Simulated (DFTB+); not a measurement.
# C3H4F2: geometry relaxation (part 2 of 2)

C3H4F2, SMILES FC=CCF; GFN1-xTB, R-SCC, dispersion built in (DFTB+ 25.1). The geometry comes from this level: PBE0-D4/def2-TZVP.

Geometry of the input (Å):
```
F  -2.2099  -0.0260  1.3140
C  -1.2549  -0.2683  0.4183
C  -0.0693  0.3090  0.4732
C  0.9801  -0.0036  -0.5258
F  1.2792  1.1187  -1.2860
H  -1.5661  -0.9857  -0.3344
H  0.1502  1.0241  1.2586
H  0.6544  -0.7948  -1.2076
H  1.9103  -0.3158  -0.0412
```

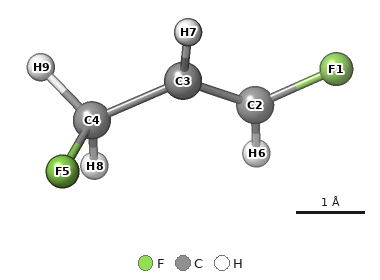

The geometry at step 7 of the log (ball-and-stick view, seen at a tilt; atoms are numbered from 1 in the order of the input).

What the program printed, continued:
```
Total Energy:                      -18.7490681847 H         -510.1881 eV
Extrapolated to 0K:                -18.7490681847 H         -510.1881 eV
Total Mermin free energy:          -18.7490681847 H         -510.1881 eV
Force related energy:              -18.7490681847 H         -510.1881 eV

total energy  -1.8749068E+01 H       energy change -1.9354034E-05 H
gradient norm  2.9659802E-03 H/a0    max. gradient  1.2179459E-03 H/a0
step length    2.4173297E-02 a0      max. step      9.8558739E-03 a0

--------------------------------------------------------------------------------

***  Geometry step: 11

 iSCC Total electronic   Diff electronic      SCC error
    1   -0.18895435E+02    0.00000000E+00    0.81014750E-03
    2   -0.18895435E+02    0.10666299E-03    0.61325886E-03
    3   -0.18895435E+02   -0.12254644E-06    0.22481429E-03
    4   -0.18895435E+02   -0.77525609E-07    0.14202800E-03
    5   -0.18895435E+02   -0.53914562E-09    0.18987611E-04
    6   -0.18895435E+02   -0.33816860E-09    0.30527266E-05
    7   -0.18895435E+02   -0.55166538E-10    0.10574127E-05
    8   -0.18895435E+02   -0.88107299E-12    0.15645801E-06
    9   -0.18895435E+02   -0.11368684E-12    0.27729631E-07
   10   -0.18895435E+02   -0.10658141E-13    0.42539807E-08

Total Energy:                      -18.7490817600 H         -510.1885 eV
Extrapolated to 0K:                -18.7490817600 H         -510.1885 eV
Total Mermin free energy:          -18.7490817600 H         -510.1885 eV
Force related energy:              -18.7490817600 H         -510.1885 eV

total energy  -1.8749082E+01 H       energy change -1.3575376E-05 H
gradient norm  2.6661093E-03 H/a0    max. gradient  1.1215674E-03 H/a0
step length    1.6391893E-02 a0      max. step      6.5774295E-03 a0

--------------------------------------------------------------------------------

***  Geometry step: 12

 iSCC Total electronic   Diff electronic      SCC error
    1   -0.18895185E+02    0.00000000E+00    0.58110891E-03
    2   -0.18895186E+02    0.24980175E-03    0.43836477E-03
    3   -0.18895186E+02   -0.93045564E-07    0.21938919E-03
    4   -0.18895186E+02   -0.41325414E-07    0.12492522E-03
    5   -0.18895186E+02   -0.28247165E-08    0.71176399E-05
    6   -0.18895186E+02   -0.43014481E-09    0.13610507E-05
    7   -0.18895186E+02   -0.80255802E-11    0.58938687E-06
    8   -0.18895186E+02   -0.20961011E-12    0.85732351E-07
    9   -0.18895186E+02   -0.60396133E-13    0.91354488E-08

Total Energy:                      -18.7490954168 H         -510.1888 eV
Extrapolated to 0K:                -18.7490954168 H         -510.1888 eV
Total Mermin free energy:          -18.7490954168 H         -510.1888 eV
Force related energy:              -18.7490954168 H         -510.1888 eV

total energy  -1.8749095E+01 H       energy change -1.3656796E-05 H
gradient norm  2.9732859E-03 H/a0    max. gradient  1.1488956E-03 H/a0
step length    1.6048029E-02 a0      max. step      7.0503209E-03 a0

--------------------------------------------------------------------------------

***  Geometry step: 13

 iSCC Total electronic   Diff electronic      SCC error
    1   -0.18894847E+02    0.00000000E+00    0.10716920E-02
    2   -0.18894847E+02    0.33857702E-03    0.49315091E-03
    3   -0.18894847E+02   -0.89310401E-07    0.16084223E-03
    4   -0.18894847E+02   -0.13943591E-07    0.50114730E-04
    5   -0.18894847E+02   -0.66023631E-09    0.89662993E-05
    6   -0.18894847E+02   -0.29196912E-09    0.79107345E-06
    7   -0.18894847E+02   -0.16221691E-10    0.42610768E-06
    8   -0.18894847E+02   -0.10302870E-12    0.93674427E-07
    9   -0.18894847E+02   -0.81712415E-13    0.16220791E-07
   10   -0.18894847E+02   -0.35527137E-14    0.67065120E-09

Total Energy:                      -18.7491101387 H         -510.1892 eV
Extrapolated to 0K:                -18.7491101387 H         -510.1892 eV
Total Mermin free energy:          -18.7491101387 H         -510.1892 eV
Force related energy:              -18.7491101387 H         -510.1892 eV

total energy  -1.8749110E+01 H       energy change -1.4721898E-05 H
gradient norm  2.9288126E-03 H/a0    max. gradient  1.4369860E-03 H/a0
step length    1.9460671E-02 a0      max. step      8.9950921E-03 a0

--------------------------------------------------------------------------------

***  Geometry step: 14

 iSCC Total electronic   Diff electronic      SCC error
    1   -0.18894657E+02    0.00000000E+00    0.10477369E-02
    2   -0.18894657E+02    0.19014898E-03    0.45274198E-03
    3   -0.18894657E+02   -0.10537076E-06    0.23084722E-03
    4   -0.18894657E+02   -0.32128064E-07    0.95348888E-04
    5   -0.18894657E+02   -0.33236347E-08    0.23792019E-04
    6   -0.18894657E+02   -0.27532110E-09    0.25938797E-05
    7   -0.18894657E+02   -0.73345774E-10    0.11024237E-05
    8   -0.18894657E+02   -0.53645977E-12    0.18154592E-06
    9   -0.18894657E+02   -0.17763568E-12    0.24187542E-07
   10   -0.18894657E+02    0.00000000E+00    0.33036938E-08

Total Energy:                      -18.7491204357 H         -510.1895 eV
Extrapolated to 0K:                -18.7491204357 H         -510.1895 eV
Total Mermin free energy:          -18.7491204357 H         -510.1895 eV
Force related energy:              -18.7491204357 H         -510.1895 eV

total energy  -1.8749120E+01 H       energy change -1.0297001E-05 H
gradient norm  2.0747885E-03 H/a0    max. gradient  9.0911759E-04 H/a0
step length    1.6213489E-02 a0      max. step      7.6424274E-03 a0

Geometry converged

--------------------------------------------------------------------------------
--------------------------------------------------------------------------------
Pre-SCC initialisation                 +       0.05 ( 12.1%)       0.05 (  9.1%)
SCC                                    +       0.25 ( 62.8%)       0.39 ( 72.3%)
Post-SCC processing                    +       0.10 ( 24.6%)       0.10 ( 18.2%)
--------------------------------------------------------------------------------
Missing                                +       0.00 (  0.4%)       0.00 (  0.4%)
Total                                  =       0.39 (100.0%)       0.54 (100.0%)
--------------------------------------------------------------------------------
```

File detailed.out:
```
Fermi distribution function

Geometry optimization step: 14

********************************************************************************
 iSCC Total electronic   Diff electronic      SCC error
   10   -0.18894657E+02    0.00000000E+00    0.33036938E-08
********************************************************************************

 Total charge:    -0.00000000

 Atomic gross charges (e)
 Atom           Charge
    1      -0.23631999
    2       0.23072547
    3      -0.09983319
    4       0.21353699
    5      -0.28147300
    6       0.03721819
    7       0.06786911
    8       0.02954904
    9       0.03872739

Nr. of electrons (up):     30.00000000
Atom populations (up)
 Atom       Population
    1       7.23631999
    2       3.76927453
    3       4.09983319
    4       3.78646301
    5       7.28147300
    6       0.96278181
    7       0.93213089
    8       0.97045096
    9       0.96127261

l-shell populations (up)
 Atom Sh.   l       Population
    1   1   0       1.81850935
    1   2   1       5.41781064
    2   1   0       1.03607738
    2   2   1       2.73319715
    3   1   0       1.06090975
    3   2   1       3.03892344
    4   1   0       1.01941874
    4   2   1       2.76704427
    5   1   0       1.82502876
    5   2   1       5.45644424
    6   1   0       0.95059579
    6   2   0       0.01218602
    7   1   0       0.92432755
    7   2   0       0.00780334
    8   1   0       0.95053733
    8   2   0       0.01991363
    9   1   0       0.93844290
    9   2   0       0.02282971

Orbital populations (up)
 Atom Sh.   l   m       Population  Label
    1   1   0   0       1.81850935  s
    1   2   1  -1       1.92275852  p_y
    1   2   1   0       1.75201660  p_z
    1   2   1   1       1.74303552  p_x
    2   1   0   0       1.03607738  s
    2   2   1  -1       0.99899251  p_y
    2   2   1   0       0.87303060  p_z
    2   2   1   1       0.86117403  p_x
    3   1   0   0       1.06090975  s
    3   2   1  -1       1.04878684  p_y
    3   2   1   0       1.02568163  p_z
    3   2   1   1       0.96445497  p_x
    4   1   0   0       1.01941874  s
    4   2   1  -1       0.81166485  p_y
    4   2   1   0       0.94060871  p_z
    4   2   1   1       1.01477070  p_x
    5   1   0   0       1.82502876  s
    5   2   1  -1       1.65718565  p_y
    5   2   1   0       1.84149333  p_z
    5   2   1   1       1.95776526  p_x
    6   1   0   0       0.95059579  s
    6   2   0   0       0.01218602  s2
    7   1   0   0       0.92432755  s
    7   2   0   0       0.00780334  s2
    8   1   0   0       0.95053733  s
    8   2   0   0       0.01991363  s2
    9   1   0   0       0.93844290  s
    9   2   0   0       0.02282971  s2

Fermi level:                        -0.3641763503 H           -9.9097 eV
Band energy:                       -18.4400080959 H         -501.7782 eV
TS:                                  0.0000000000 H            0.0000 eV
Band free energy (E-TS):           -18.4400080959 H         -501.7782 eV
Extrapolated E(0K):                -18.4400080959 H         -501.7782 eV
Input / Output electrons (q):     30.0000000000     30.0000000000

Energy H0:                         -18.9316406367 H         -515.1562 eV
Energy SCC:                          0.0369835119 H            1.0064 eV
Total Electronic energy:           -18.8946571249 H         -514.1498 eV
Repulsive energy:                    0.1476741749 H            4.0184 eV
Halogen correction energy:           0.0000000000 H            0.0000 eV
Total energy:                      -18.7491204357 H         -510.1895 eV
Extrapolated to 0:                 -18.7491204357 H         -510.1895 eV
Total Mermin free energy:          -18.7491204357 H         -510.1895 eV
Force related energy:              -18.7491204357 H         -510.1895 eV

Non-constrained calculation

SCC converged

Full geometry written in geo_end.{xyz|gen}

Total Forces
    1      0.000471012168      0.000145597593     -0.000080183107
    2      0.000492083432      0.000563861168     -0.000172337753
    3      0.000131511591      0.000170446583     -0.000238101883
    4     -0.000569314337     -0.000623194761      0.000909117594
    5      0.000178968045      0.000300688945     -0.000404631303
    6      0.000068543247     -0.000241789426      0.000418442003
    7     -0.000731281815     -0.000680314056     -0.000103931651
    8      0.000144015989      0.000369996389     -0.000313560199
    9     -0.000185538318     -0.000005292435     -0.000014813702

Maximal derivative component:        0.909118E-03 au

Dipole moment:    0.24257310   -0.86223050    0.02079444 au
Dipole moment:    0.61655937   -2.19157151    0.05285419 Debye

Geometry converged
```

Trajectory as extended XYZ (Å, eV, eV/Å), 15 frames, from step=0 to step=14:
```
9
Properties=species:S:1:pos:R:3 step=0 energy=-510.17304
F    -2.2099   -0.0260    1.3140
C    -1.2549   -0.2683    0.4183
C    -0.0693    0.3090    0.4732
C     0.9801   -0.0036   -0.5258
F     1.2792    1.1187   -1.2860
H    -1.5661   -0.9857   -0.3344
H     0.1502    1.0241    1.2586
H     0.6544   -0.7948   -1.2076
H     1.9103   -0.3158   -0.0412
9
Properties=species:S:1:pos:R:3 step=1 energy=-510.18013
F    -2.2082   -0.0260    1.3132
C    -1.2569   -0.2689    0.4176
C    -0.0723    0.3110    0.4770
C     0.9838   -0.0016   -0.5291
F     1.2778    1.1142   -1.2830
H    -1.5670   -0.9861   -0.3340
H     0.1510    1.0242    1.2579
H     0.6543   -0.7943   -1.2095
H     1.9115   -0.3150   -0.0410
9
Properties=species:S:1:pos:R:3 step=2 energy=-510.18264
F    -2.2071   -0.0260    1.3129
C    -1.2582   -0.2689    0.4165
C    -0.0751    0.3118    0.4788
C     0.9862   -0.0005   -0.5307
F     1.2762    1.1096   -1.2799
H    -1.5687   -0.9871   -0.3336
H     0.1525    1.0255    1.2580
H     0.6543   -0.7931   -1.2123
H     1.9138   -0.3137   -0.0406
9
Properties=species:S:1:pos:R:3 step=3 energy=-510.18368
F    -2.2067   -0.0258    1.3131
C    -1.2594   -0.2691    0.4156
C    -0.0757    0.3121    0.4792
C     0.9866   -0.0014   -0.5302
F     1.2754    1.1075   -1.2785
H    -1.5703   -0.9882   -0.3334
H     0.1537    1.0268    1.2582
H     0.6546   -0.7919   -1.2147
H     1.9158   -0.3125   -0.0402
9
Properties=species:S:1:pos:R:3 step=4 energy=-510.18527
F    -2.2065   -0.0255    1.3138
C    -1.2610   -0.2686    0.4135
C    -0.0769    0.3123    0.4793
C     0.9869   -0.0049   -0.5274
F     1.2738    1.1043   -1.2758
H    -1.5747   -0.9909   -0.3329
H     0.1563    1.0295    1.2583
H     0.6556   -0.7887   -1.2203
H     1.9204   -0.3098   -0.0394
9
Properties=species:S:1:pos:R:3 step=5 energy=-510.18570
F    -2.2067   -0.0252    1.3141
C    -1.2616   -0.2684    0.4130
C    -0.0766    0.3119    0.4792
C     0.9867   -0.0069   -0.5257
F     1.2734    1.1042   -1.2752
H    -1.5768   -0.9920   -0.3325
H     0.1572    1.0301    1.2576
H     0.6564   -0.7875   -1.2224
H     1.9220   -0.3087   -0.0390
9
Properties=species:S:1:pos:R:3 step=6 energy=-510.18597
F    -2.2072   -0.0248    1.3142
C    -1.2617   -0.2680    0.4129
C    -0.0763    0.3110    0.4790
C     0.9866   -0.0082   -0.5247
F     1.2732    1.1049   -1.2747
H    -1.5784   -0.9926   -0.3317
H     0.1576    1.0302    1.2563
H     0.6572   -0.7868   -1.2236
H     1.9229   -0.3081   -0.0387
9
Properties=species:S:1:pos:R:3 step=7 energy=-510.18634
F    -2.2079   -0.0240    1.3143
C    -1.2622   -0.2677    0.4131
C    -0.0757    0.3090    0.4789
C     0.9870   -0.0092   -0.5239
F     1.2730    1.1062   -1.2737
H    -1.5809   -0.9931   -0.3301
H     0.1579    1.0298    1.2539
H     0.6588   -0.7861   -1.2251
H     1.9239   -0.3073   -0.0382
9
Properties=species:S:1:pos:R:3 step=8 energy=-510.18695
F    -2.2092   -0.0221    1.3144
C    -1.2634   -0.2675    0.4137
C    -0.0750    0.3049    0.4785
C     0.9883   -0.0103   -0.5235
F     1.2724    1.1087   -1.2713
H    -1.5858   -0.9940   -0.3266
H     0.1586    1.0290    1.2491
H     0.6622   -0.7849   -1.2278
H     1.9255   -0.3061   -0.0372
9
Properties=species:S:1:pos:R:3 step=9 energy=-510.18761
F    -2.2107   -0.0191    1.3147
C    -1.2652   -0.2679    0.4145
C    -0.0744    0.2994    0.4779
C     0.9903   -0.0107   -0.5242
F     1.2716    1.1116   -1.2675
H    -1.5919   -0.9950   -0.3221
H     0.1594    1.0279    1.2431
H     0.6669   -0.7838   -1.2310
H     1.9274   -0.3048   -0.0362
9
Properties=species:S:1:pos:R:3 step=10 energy=-510.18814
F    -2.2117   -0.0158    1.3150
C    -1.2671   -0.2689    0.4153
C    -0.0744    0.2949    0.4772
C     0.9924   -0.0104   -0.5257
F     1.2709    1.1140   -1.2635
H    -1.5971   -0.9962   -0.3184
H     0.1601    1.0272    1.2385
H     0.6715   -0.7833   -1.2337
H     1.9287   -0.3038   -0.0354
9
Properties=species:S:1:pos:R:3 step=11 energy=-510.18851
F    -2.2120   -0.0128    1.3155
C    -1.2685   -0.2702    0.4159
C    -0.0749    0.2924    0.4764
C     0.9937   -0.0098   -0.5272
F     1.2704    1.1158   -1.2605
H    -1.6004   -0.9974   -0.3163
H     0.1606    1.0267    1.2361
H     0.6750   -0.7835   -1.2354
H     1.9294   -0.3034   -0.0352
9
Properties=species:S:1:pos:R:3 step=12 energy=-510.18888
F    -2.2117   -0.0092    1.3163
C    -1.2697   -0.2720    0.4165
C    -0.0759    0.2909    0.4752
C     0.9945   -0.0094   -0.5285
F     1.2700    1.1177   -1.2575
H    -1.6034   -0.9991   -0.3150
H     0.1608    1.0263    1.2347
H     0.6787   -0.7841   -1.2371
H     1.9297   -0.3033   -0.0354
9
Properties=species:S:1:pos:R:3 step=13 energy=-510.18928
F    -2.2111   -0.0044    1.3175
C    -1.2708   -0.2742    0.4173
C    -0.0771    0.2898    0.4735
C     0.9949   -0.0094   -0.5294
F     1.2697    1.1203   -1.2541
H    -1.6068   -1.0017   -0.3137
H     0.1609    1.0255    1.2334
H     0.6834   -0.7849   -1.2393
H     1.9298   -0.3032   -0.0359
9
Properties=species:S:1:pos:R:3 step=14 energy=-510.18956
F    -2.2101   -0.0004    1.3184
C    -1.2715   -0.2758    0.4178
C    -0.0782    0.2893    0.4720
C     0.9947   -0.0099   -0.5293
F     1.2696    1.1227   -1.2517
H    -1.6095   -1.0041   -0.3126
H     0.1606    1.0245    1.2325
H     0.6873   -0.7854   -1.2414
H     1.9299   -0.3031   -0.0364
```

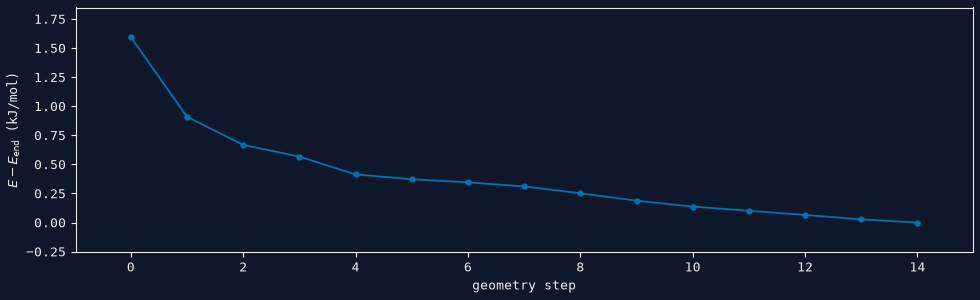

Progress of the relaxation, step by step (steps are counted from 0).

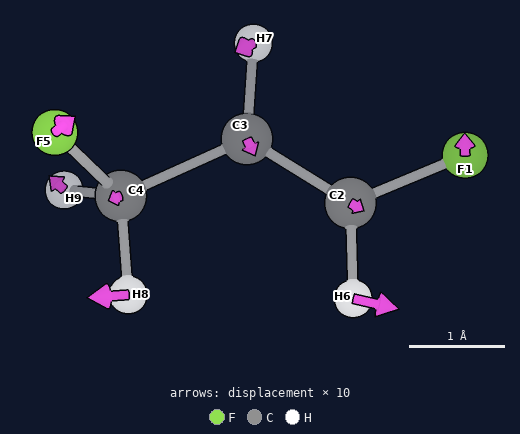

The starting structure with the displacements as pink arrows, magnified 10 times (ball-and-stick view, seen at a tilt). The two geometries are laid on each other by the best rigid fit. Over 14 geometry steps the energy falls by 1.59 kJ/mol. H6 moves most after the best rigid fit: 0.052 Å. Largest moves by element: H 0.052 Å, F 0.036 Å, C 0.022 Å. Among the contacts that change: C4–F5 1.388 → 1.371 Å, C3–C4 1.482 → 1.498 Å. Among the angles that change: C4–C3–H7 118.9° → 116.5°. (Atoms are counted from 1 in the order of the input.)

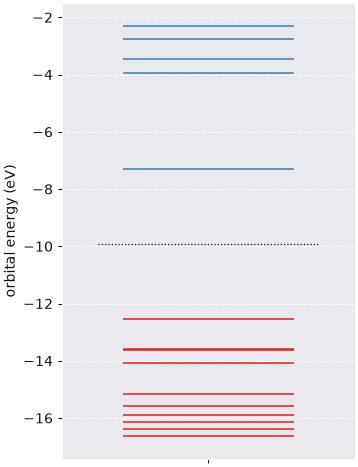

Orbital energies near the frontier; the dotted line parts filled from empty levels, and levels within 0.02 eV of each other stand side by side. Highest filled −12.53 eV, lowest empty −7.29 eV, 5.24 eV apart.
